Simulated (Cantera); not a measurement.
Input: 1 mol borazine, 0.071 mol H₂O, held at 0.460 bar.

Equilibrium computed with Cantera from the NASA thermochemical tables; the gas is ideal and each condensed phase is pure. Candidate condensed phases: B, BN, B₂O₃, B₃O₃H₃, H₂O; 39 gas species. The feed counts by its element totals alone. Mutual solubility and eutectic melting of coexisting phases are not modelled. The tables' values for BH₂ are old estimates; treat these amounts as uncertain. Gases not in the tables: H₃BO₃, B₂H₆ and higher boranes. Equilibrium is a limit: real reactors are often held back by kinetics, nucleation or transport.

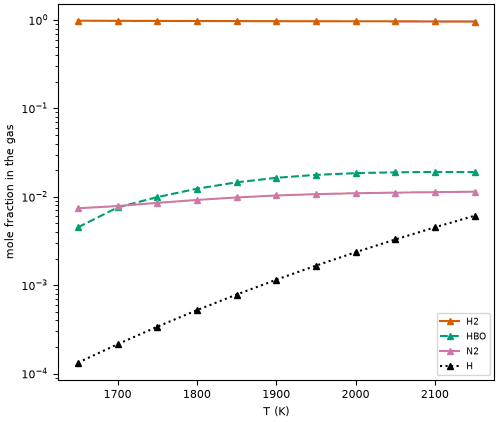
Figure: Equilibrium gas composition (values under 1e-9 drawn at 1e-9)

At 1650 K the condensed part is BN(s) + B₂O₃(l). From 1700 K to 2150 K the condensed part is BN(s).
